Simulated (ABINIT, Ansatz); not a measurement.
**A GW chain in ABINIT: LiCl (Fm-3m)**

How does a plane-wave GW calculation on LiCl (Fm-3m) run from the first input to the gap?

Method: PBE and many-body steps on it, plane waves, in ABINIT 10.8.3.

## (1) The starting structure

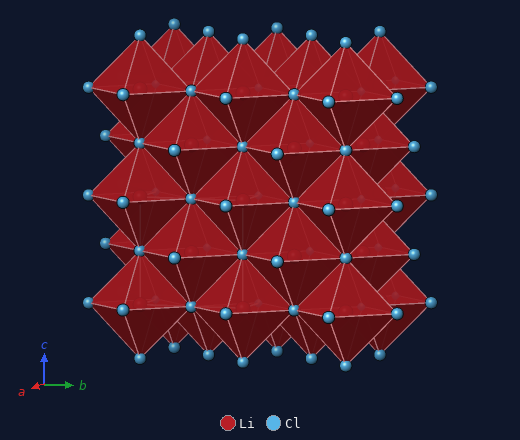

The starting structure, seen slightly off an axis (lithium red, chlorine blue). 1×2×2 cells are drawn. This picture shows the conventional cell, with its axes. Some periodic images of atoms are drawn too.

The cell and positions come from the Crystallography Open Database and are kept as given unless a step says otherwise.

## (2) Ground state

This step: ABINIT 10.8.3; DFT, PBE, plane waves, norm-conserving pseudopotentials.

The ground-state density comes first.

Contents of run.abi:

```
acell 3*1.0 Angstrom
rprim 
  0.000000000000 2.571500000000 2.571500000000
  2.571500000000 0.000000000000 2.571500000000
  2.571500000000 2.571500000000 -0.000000000000
ntypat 2
znucl 3 17
natom 2
typat 1 2
xred 
  0.000000000000 0.000000000000 0.000000000000
  0.500000000000 0.500000000000 0.500000000000
pp_dirpath "pseudos"
pseudos "Li.upf, Cl.upf"
ecut 33
ngkpt 8 8 8
nshiftk 1
shiftk 0 0 0
kptopt 1
chksymbreak 0
nband 10
occopt 1
tolvrs 1e-10
nstep 60
prtwf 0
optforces 0
optstress 0
indata_prefix "in"
outdata_prefix "out"
tmpdata_prefix "tmp"
```

The run is started by

```bash
> OMP_NUM_THREADS=1 mpirun -n 4 abinit run.abi > log
```

Numbers of over 12 decimals in the logs are rounded to 6 here.

Output:

```text
.Version 10.8.3 of ABINIT. v10.8.2 released Aug 2026.

 Symmetries : space group Fm -3 m (#225); Bravais cF (face-center cubic)
================================================================================
 Values of the parameters that define the memory need of the present run
     intxc =       0    ionmov =       0      iscf =       7    lmnmax =       6
     lnmax =       6     mgfft =      36  mpssoang =       3    mqgrid =    3001
     natom =       2  nloc_mem =       1    nspden =       1   nspinor =       1
    nsppol =       1      nsym =      48    n1xccc =    2501    ntypat =       2
    occopt =       1   xclevel =       2
-    mband =          10        mffmem =           1         mkmem =           8
       mpw =        2120          nfft =       46656          nkpt =          29
================================================================================
  Rough estimation (10% accuracy) of disk space for files :
================================================================================

--------------------------------------------------------------------------------
------------- Echo of variables that govern the present computation ------------
--------------------------------------------------------------------------------
 -outvars: echo values of preprocessed input variables --------
            acell      1.8897261259E+00  1.8897261259E+00  1.8897261259E+00 Bohr

      chksymbreak           0
             ecut      3.30000000E+01 Hartree
-          fftalg         312

              ixc     -101130
              kpt      0.00000000E+00  0.00000000E+00  0.00000000E+00
                       1.25000000E-01  0.00000000E+00  0.00000000E+00
                       2.50000000E-01  0.00000000E+00  0.00000000E+00
                       3.75000000E-01  0.00000000E+00  0.00000000E+00
                       5.00000000E-01  0.00000000E+00  0.00000000E+00
                       1.25000000E-01  1.25000000E-01  0.00000000E+00
                       2.50000000E-01  1.25000000E-01  0.00000000E+00
                       3.75000000E-01  1.25000000E-01  0.00000000E+00
                       5.00000000E-01  1.25000000E-01  0.00000000E+00
   [... 18 further rows ...]
                      -3.75000000E-01  5.00000000E-01  1.25000000E-01
                      -2.50000000E-01  5.00000000E-01  2.50000000E-01
         kptrlatt        8    0    0      0    8    0      0    0    8
          kptrlen      5.49781828E+01
P           mkmem           8
            natom           2
            nband          10
            ngfft          36      36      36
             nkpt          29
            nstep          60
             nsym          48
           ntypat           2
              occ      2.000000  2.000000  2.000000  2.000000  2.000000  0.000000
                       0.000000  0.000000  0.000000  0.000000
        optforces           0
        optstress           0
            prtwf           0
            rprim      0.0000000000E+00  2.5715000000E+00  2.5715000000E+00
[...]
spgroup         225

           tolvrs      1.00000000E-10

             xred      0.0000000000E+00  0.0000000000E+00  0.0000000000E+00
[...]
znucl        3.00000   17.00000

================================================================================

 chkinp: Checking input parameters for consistency.

================================================================================
== DATASET  1 ==================================================================
-   mpi_nproc: 4, omp_nthreads: 1 (-1 if OMP is not activated)

--- !DatasetInfo
iteration_state: {dtset: 1, }
dimensions: {natom: 2, nkpt: 29, mband: 10, nsppol: 1, nspinor: 1, nspden: 1, mpw: 2120, }
cutoff_energies: {ecut:  33.0, pawecutdg:  -1.0, }
electrons: {nelect:   1.00000000E+01, charge:   0.00000000E+00, occopt:   1.00000000E+00, tsmear:   1.00000000E-02, }

 Real(R)+Recip(G) space primitive vectors, cartesian coordinates (Bohr,Bohr^-1):
 R(1)=  0.0000000  4.8594307  4.8594307  G(1)= -0.1028927  0.1028927  0.1028927
 R(2)=  4.8594307  0.0000000  4.8594307  G(2)=  0.1028927 -0.1028927  0.1028927
 R(3)=  4.8594307  4.8594307  0.0000000  G(3)=  0.1028927  0.1028927 -0.1028927
 Unit cell volume ucvol=  2.2950185E+02 bohr^3
 Angles (23,13,12)=  6.00000000E+01  6.00000000E+01  6.00000000E+01 degrees

 getcut: wavevector=  0.0000  0.0000  0.0000  ngfft=  36  36  36
         ecut(hartree)=     33.000   => boxcut(ratio)=   2.02572

--- Pseudopotential description ------------------------------------------------
- Li Generated using ONCVPSP code by D. R. Hamann
-  3.00000   3.00000  171031                  znucl, zion, pspdat
12 -101130 1 -1 1944                          pspcod,pspxc,lmax,lloc,mmax
     nproj     2     2     0
  pspatm : epsatm=    2.74360059
         --- l  ekb(1:nproj) -->
[...]
pspatm: atomic psp has been read  and splines computed

- Cl Generated using ONCVPSP code by D. R. Hamann
- 17.00000   7.00000  171031                  znucl, zion, pspdat
12 -101130 2 -1 1028                          pspcod,pspxc,lmax,lloc,mmax
     nproj     2     2     2
  pspatm : epsatm=    9.12776517
         --- l  ekb(1:nproj) -->
[...]
2   -2.938609   -0.805455
 pspatm: atomic psp has been read  and splines computed

   1.18713658E+02                                ecore*ucvol(ha*bohr**3)
--------------------------------------------------------------------------------

_setup2: Arith. and geom. avg. npw (full set) are    2077.611    2077.588

================================================================================

--- !BeginCycle
iteration_state: {dtset: 1, }
solver: {iscf: 7, nstep: 60, nline: 4, wfoptalg: 0, }
tolerances: {tolvrs: 1.00E-10, }

     iter   Etot(hartree)      deltaE(h)  residm     vres2
 ETOT  1  -23.725085250753    -2.373E+01 5.349E-02 2.825E+01
 ETOT  2  -23.736481926495    -1.140E-02 4.901E-03 2.665E+00
 ETOT  3  -23.736896654719    -4.147E-04 5.779E-04 1.045E-01
 ETOT  4  -23.736901875480    -5.221E-06 3.884E-04 3.541E-03
 ETOT  5  -23.736901999553    -1.241E-07 3.500E-04 3.623E-05
 ETOT  6  -23.736902000918    -1.365E-09 7.767E-05 7.094E-07
 ETOT  7  -23.736902000948    -3.050E-11 1.372E-04 1.184E-08
 ETOT  8  -23.736902000949    -4.796E-13 1.638E-05 2.057E-10
 ETOT  9  -23.736902000950    -6.999E-13 4.847E-05 1.591E-12

 At SCF step    9       vres2   =  1.59E-12 < tolvrs=  1.00E-10 =>converged.

--- !ResultsGS
iteration_state: {dtset: 1, }
comment   : Summary of ground state results
lattice_vectors:
- [  0.0000000,   4.8594307,   4.8594307, ]
- [  4.8594307,   0.0000000,   4.8594307, ]
- [  4.8594307,   4.8594307,  -0.0000000, ]
lattice_lengths: [   6.87227,    6.87227,    6.87227, ]
lattice_angles: [ 60.000,  60.000,  60.000, ] # degrees, (23, 13, 12)
lattice_volume:   2.2950185E+02
convergence: {deltae: -6.999E-13, res2:  1.591E-12, residm:  4.847E-05, diffor:  0.000E+00, }
etotal    :  -2.37369020E+01
entropy   :   0.00000000E+00
fermie    :   7.07449410E-03
cartesian_stress_tensor: null
pressure_GPa: null
xred      :
- [  0.0000E+00,   0.0000E+00,   0.0000E+00, Li]
- [  5.0000E-01,   5.0000E-01,   5.0000E-01, Cl]
cartesian_forces: null
force_length_stats: {min: null, max: null, mean: null, }

 Integrated electronic density in atomic spheres:
 ------------------------------------------------
 Atom  Sphere_radius  Integrated_density
    1        2.00000          2.17088333
    2        2.00000          5.10754524
================================================================================

 ----iterations are completed or convergence reached----

 Mean square residual over all n,k,spin=   19.560E-08; max=  48.473E-06
 reduced coordinates (array xred) for    2 atoms
       0.000000000000      0.000000000000      0.000000000000
       0.500000000000      0.500000000000      0.500000000000
 rms dE/dt=  0.0000E+00; max dE/dt=  0.0000E+00; dE/dt below (all hartree)
    1       0.000000000000      0.000000000000      0.000000000000
    2       0.000000000000      0.000000000000      0.000000000000

 cartesian coordinates (angstrom) at end:
    1      0.000000     0.000000     0.000000
    2      2.571500     2.571500     2.571500
 length scales=  1.889726125908  1.889726125908  1.889726125908 bohr
              =  1.000000000000  1.000000000000  1.000000000000 angstroms
 prteigrs : about to open file out_EIG
 Fermi (or HOMO) energy (hartree) =   0.00707   Average Vxc (hartree)=  -0.32134
 Eigenvalues (hartree) for nkpt=  29  k points:
 kpt#   1, nband= 10, wtk=  0.00195, kpt=  0.0000  0.0000  0.0000 (reduced coord)
  -1.59114   -0.48424    0.00707    0.00707    0.00707    0.23803    0.44044    0.44044
   0.44044    0.53344
 prteigrs : prtvol=0 or 1, do not print more k-points.

--- !EnergyTerms
iteration_state     : {dtset: 1, }
comment             : Components of total free energy in Hartree
kinetic             :  1.08076392581941E+01
hartree             :  3.82436065164392E+00
xc                  : -6.21216049699690E+00
Ewald energy        : -1.60353546846629E+01
psp_core            :  5.17266677756038E-01
local_psp           : -1.42412904835214E+01
non_local_psp       : -2.39736292336241E+00
total_energy        : -2.37369020009496E+01
total_energy_eV     : -6.45914008630839E+02
band_energy         : -4.34374594158830E+00

== END DATASET(S) ==============================================================
================================================================================

 -outvars: echo values of variables after computation  --------
           etotal     -2.3736902001E+01
            nband          10
             nkpt          29
          spgroup         225
 [... the other variables as echoed above ...]

 Calculation completed.
```

The job ended after 6.2 s (4 MPI ranks of Intel Xeon Platinum 8375C at 2.90GHz (Ice Lake), shared host; peak memory 0.32 GiB).

Numbers from this step:

```
total energy               : -645.9140 eV
gap                        : 6.285 eV
k of the valence top       : 0, 0, 0
k of the conduction bottom : 0, 0, 0
least direct gap           : 6.285 eV
```

The gap is direct, at Γ.

## (3) Bands along the symmetry lines

Levels along a band path, at the cheap level, show where the edges lie and whether the meshes to come will hold them.

Contents of run.abi:

```
acell 3*1.0 Angstrom
rprim 
  0.000000000000 2.571500000000 2.571500000000
  2.571500000000 0.000000000000 2.571500000000
  2.571500000000 2.571500000000 -0.000000000000
ntypat 2
znucl 3 17
natom 2
typat 1 2
xred 
  0.000000000000 0.000000000000 0.000000000000
  0.500000000000 0.500000000000 0.500000000000
pp_dirpath "pseudos"
pseudos "Li.upf, Cl.upf"
ecut 33
iscf -2
irdden 1
kptopt 0
nkpt 50
kpt 
  0.00000000 0.00000000 0.00000000
  0.06250000 0.00000000 0.06250000
  0.12500000 0.00000000 0.12500000
  0.18750000 0.00000000 0.18750000
  0.25000000 0.00000000 0.25000000
  0.31250000 0.00000000 0.31250000
  0.37500000 0.00000000 0.37500000
  0.43750000 0.00000000 0.43750000
  0.50000000 0.00000000 0.50000000
  0.51562500 0.03125000 0.51562500
  0.53125000 0.06250000 0.53125000
  0.54687500 0.09375000 0.54687500
  0.56250000 0.12500000 0.56250000
  0.57812500 0.15625000 0.57812500
  0.59375000 0.18750000 0.59375000
  0.60937500 0.21875000 0.60937500
  0.62500000 0.25000000 0.62500000
  0.37500000 0.37500000 0.75000000
  0.32812500 0.32812500 0.65625000
  0.28125000 0.28125000 0.56250000
  0.23437500 0.23437500 0.46875000
  0.18750000 0.18750000 0.37500000
  0.14062500 0.14062500 0.28125000
  0.09375000 0.09375000 0.18750000
  0.04687500 0.04687500 0.09375000
  0.00000000 0.00000000 0.00000000
  0.06250000 0.06250000 0.06250000
  0.12500000 0.12500000 0.12500000
  0.18750000 0.18750000 0.18750000
  0.25000000 0.25000000 0.25000000
  0.31250000 0.31250000 0.31250000
  0.37500000 0.37500000 0.37500000
  0.43750000 0.43750000 0.43750000
  0.50000000 0.50000000 0.50000000
  0.50000000 0.46875000 0.53125000
  0.50000000 0.43750000 0.56250000
  0.50000000 0.40625000 0.59375000
  0.50000000 0.37500000 0.62500000
  0.50000000 0.34375000 0.65625000
  0.50000000 0.31250000 0.68750000
  0.50000000 0.28125000 0.71875000
  0.50000000 0.25000000 0.75000000
  0.50000000 0.21875000 0.71875000
  0.50000000 0.18750000 0.68750000
  0.50000000 0.15625000 0.65625000
  0.50000000 0.12500000 0.62500000
  0.50000000 0.09375000 0.59375000
  0.50000000 0.06250000 0.56250000
  0.50000000 0.03125000 0.53125000
  0.50000000 0.00000000 0.50000000
istwfk *1
nband 12
nbdbuf 2
tolwfr 1e-08
nstep 40
prtwf 0
prtvol 0
indata_prefix "in"
outdata_prefix "out"
tmpdata_prefix "tmp"
```

Output:

```text
.Version 10.8.3 of ABINIT. v10.8.2 released Aug 2026.

 Symmetries : space group Fm -3 m (#225); Bravais cF (face-center cubic)
[... echo of the input left out ...]
== DATASET  1 ==================================================================
-   mpi_nproc: 4, omp_nthreads: 1 (-1 if OMP is not activated)

--- !DatasetInfo
iteration_state: {dtset: 1, }
dimensions: {natom: 2, nkpt: 50, mband: 12, nsppol: 1, nspinor: 1, nspden: 1, mpw: 2120, }
cutoff_energies: {ecut:  33.0, pawecutdg:  -1.0, }
electrons: {nelect:   1.00000000E+01, charge:   0.00000000E+00, occopt:   1.00000000E+00, tsmear:   1.00000000E-02, }

 Real(R)+Recip(G) space primitive vectors, cartesian coordinates (Bohr,Bohr^-1):
 R(1)=  0.0000000  4.8594307  4.8594307  G(1)= -0.1028927  0.1028927  0.1028927
 R(2)=  4.8594307  0.0000000  4.8594307  G(2)=  0.1028927 -0.1028927  0.1028927
 R(3)=  4.8594307  4.8594307  0.0000000  G(3)=  0.1028927  0.1028927 -0.1028927
 Unit cell volume ucvol=  2.2950185E+02 bohr^3
 Angles (23,13,12)=  6.00000000E+01  6.00000000E+01  6.00000000E+01 degrees

 getcut: wavevector=  0.0000  0.0000  0.0000  ngfft=  36  36  36
         ecut(hartree)=     33.000   => boxcut(ratio)=   2.02572

--- Pseudopotential description ------------------------------------------------
- Li Generated using ONCVPSP code by D. R. Hamann
-  3.00000   3.00000  171031                  znucl, zion, pspdat
12 -101130 1 -1 1944                          pspcod,pspxc,lmax,lloc,mmax
     nproj     2     2     0
  pspatm : epsatm=    2.74360059
         --- l  ekb(1:nproj) -->
             0   -4.951544   -1.544797
             1   -2.250661   -0.474685
 pspatm: atomic psp has been read  and splines computed

- Cl Generated using ONCVPSP code by D. R. Hamann
- 17.00000   7.00000  171031                  znucl, zion, pspdat
12 -101130 2 -1 1028                          pspcod,pspxc,lmax,lloc,mmax
     nproj     2     2     2
  pspatm : epsatm=    9.12776517
         --- l  ekb(1:nproj) -->
             0    8.139296    0.698720
[...]
pspatm: atomic psp has been read  and splines computed

--------------------------------------------------------------------------------

================================================================================
 prteigrs : about to open file out_EIG
 Non-SCF case, kpt    1 (  0.00000  0.00000  0.00000), residuals and eigenvalues=
  7.59E-09  8.36E-09  1.27E-09  2.31E-09  4.16E-09  2.35E-09  2.81E-09  7.13E-09
  5.07E-09  9.38E-09  3.77E-07  7.03E-09
 -1.5911E+00 -4.8424E-01  7.0745E-03  7.0745E-03  7.0745E-03  2.3803E-01
  4.4044E-01  4.4044E-01  4.4044E-01  5.3331E-01  5.3331E-01  5.3967E-01
 Non-SCF case, kpt    2 (  0.06250  0.00000  0.06250), residuals and eigenvalues=
  1.43E-09  9.90E-09  5.66E-09  2.50E-09  6.81E-09  2.65E-09  6.33E-09  5.57E-09
  8.89E-09  2.55E-09  2.54E-04  1.50E-08
 -1.5911E+00 -4.8330E-01  2.4519E-03  5.3341E-03  5.3341E-03  2.4486E-01
[...]
Non-SCF case, kpt    3 (  0.12500  0.00000  0.12500), residuals and eigenvalues=
  5.79E-09  2.21E-09  4.95E-09  1.85E-09  9.78E-09  9.51E-09  8.46E-09  2.46E-09
  4.86E-09  9.08E-09  1.00E-05  6.32E-09
[...]
Non-SCF case, kpt   49 (  0.50000  0.03125  0.53125), residuals and eigenvalues=
[...]
Non-SCF case, kpt   50 (  0.50000  0.00000  0.50000), residuals and eigenvalues=
[...]
-1.5910E+00 -4.5496E-01 -9.7790E-02 -3.2782E-02 -3.2782E-02  2.9430E-01
  3.1055E-01  4.6171E-01  5.2386E-01  5.2386E-01  6.1356E-01  6.6566E-01

--- !ResultsGS
iteration_state: {dtset: 1, }
comment   : Summary of ground state results
lattice_vectors:
- [  0.0000000,   4.8594307,   4.8594307, ]
- [  4.8594307,   0.0000000,   4.8594307, ]
- [  4.8594307,   4.8594307,  -0.0000000, ]
lattice_lengths: [   6.87227,    6.87227,    6.87227, ]
lattice_angles: [ 60.000,  60.000,  60.000, ] # degrees, (23, 13, 12)
lattice_volume:   2.2950185E+02
convergence: {deltae:  0.000E+00, res2:  0.000E+00, residm:  9.936E-09, diffor:  0.000E+00, }
etotal    :  -2.37369020E+01
entropy   :   0.00000000E+00
fermie    :   7.07449410E-03
cartesian_stress_tensor: null
pressure_GPa: null
xred      :
- [  0.0000E+00,   0.0000E+00,   0.0000E+00, Li]
- [  5.0000E-01,   5.0000E-01,   5.0000E-01, Cl]
cartesian_forces: null
force_length_stats: {min: null, max: null, mean: null, }

 Integrated electronic density in atomic spheres:
 ------------------------------------------------
 Atom  Sphere_radius  Integrated_density
[...]
================================================================================

 ----iterations are completed or convergence reached----

 Mean square residual over all n,k,spin=   47.201E-10; max=  99.356E-10
 reduced coordinates (array xred) for    2 atoms
       0.000000000000      0.000000000000      0.000000000000
       0.500000000000      0.500000000000      0.500000000000

 cartesian coordinates (angstrom) at end:
[...]
length scales=  1.889726125908  1.889726125908  1.889726125908 bohr
              =  1.000000000000  1.000000000000  1.000000000000 angstroms
 prteigrs : about to open file out_EIG
 Eigenvalues (hartree) for nkpt=  50  k points:
 kpt#   1, nband= 12, wtk=  1.00000, kpt=  0.0000  0.0000  0.0000 (reduced coord)
[...]
kpt#   2, nband= 12, wtk=  1.00000, kpt=  0.0625  0.0000  0.0625 (reduced coord)
[...]
kpt#   3, nband= 12, wtk=  1.00000, kpt=  0.1250  0.0000  0.1250 (reduced coord)
[...]
kpt#  49, nband= 12, wtk=  1.00000, kpt=  0.5000  0.0313  0.5313 (reduced coord)
  -1.59101   -0.45498   -0.09730   -0.03362   -0.03273    0.29540    0.31216    0.46020
   0.51564    0.52487    0.62135    0.66518
 kpt#  50, nband= 12, wtk=  1.00000, kpt=  0.5000  0.0000  0.5000 (reduced coord)
  -1.59101   -0.45496   -0.09779   -0.03278   -0.03278    0.29430    0.31055    0.46171
   0.52386    0.52386    0.61356    0.66566

== END DATASET(S) ==============================================================
================================================================================

 -outvars: echo values of variables after computation  --------
            nband          12
             nkpt          50
          spgroup         225
 [... the other variables as echoed above ...]

 Calculation completed.
```

Run time: 5.6 s. Hardware: 4 MPI ranks; peak memory 0.29 GiB; 21 s of CPU time.

Numbers from this step:

```
gap                        : 6.282 eV
k of the valence top       : 0.0469, 0.0469, 0.0938
k of the conduction bottom : 0, 0, 0
least direct gap           : 6.285 eV
```

The gap is 6.282 eV, −0.002 eV from the run before at this level.

The electronic bands at the labelled points (eV, zero at the top of the highest filled band; v1 is the highest filled band, c1 the lowest empty one):

```
    point      v4     v3     v2     v1    c1     c2     c3     c4
        Γ  -13.37   0.00   0.00   0.00  6.28  11.79  11.79  11.79
        X  -12.57  -2.86  -1.09  -1.09  7.81   8.26  12.37  14.06
        U  -12.60  -2.45  -1.76  -0.82  8.04   9.86  11.37  11.65
jump to K  -12.60  -2.45  -1.76  -0.82  8.04   9.86  11.37  11.65
        Γ  -13.37   0.00   0.00   0.00  6.28  11.79  11.79  11.79
        L  -12.81  -2.78  -0.25  -0.25  6.74   9.43   9.43  12.89
        W  -12.58  -2.09  -2.09  -1.05  9.46  10.08  10.36  10.36
        X  -12.57  -2.86  -1.09  -1.09  7.81   8.26  12.37  14.06
```

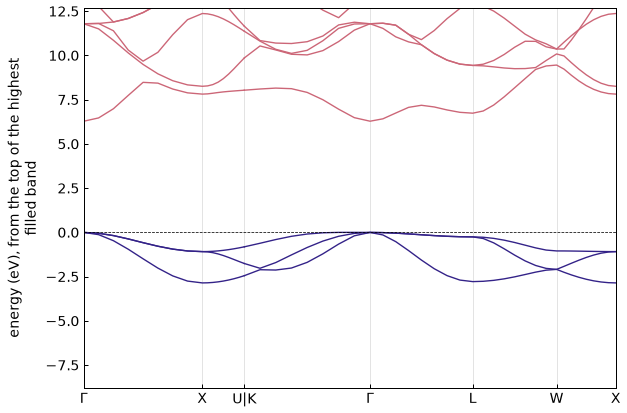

Electronic bands along the path; lines of filled and empty bands in two colours.

(Part 1 of 2 ends here.)

[Paths, hosts, dates, memory and timing lines, banners, echoed tables and standing remarks are left out of the program output.]

[Logs are printed without paths, hosts, clocks, repeated set-up lines and the standing remarks that a program may print on its own settings, such as how far it seeks lower states.]

[Runs of the session that timed out or met a known fault of the program may be left out.]

[Hosts, paths, dates, database ids (printed as entryN), source tags and the programs' standing remarks are cut or masked in the printed files.]

[G0W0 gaps are taken among the corrected bands and points alone; a level outside them can change the order at an edge.]

[Where Ansatz stands beside ABINIT at settings called matched, ABINIT's density can come from a denser mesh and the files from another edition; pairs whose starting gaps differed by over 0.03 eV were left out, so agreement reads better than it is.]
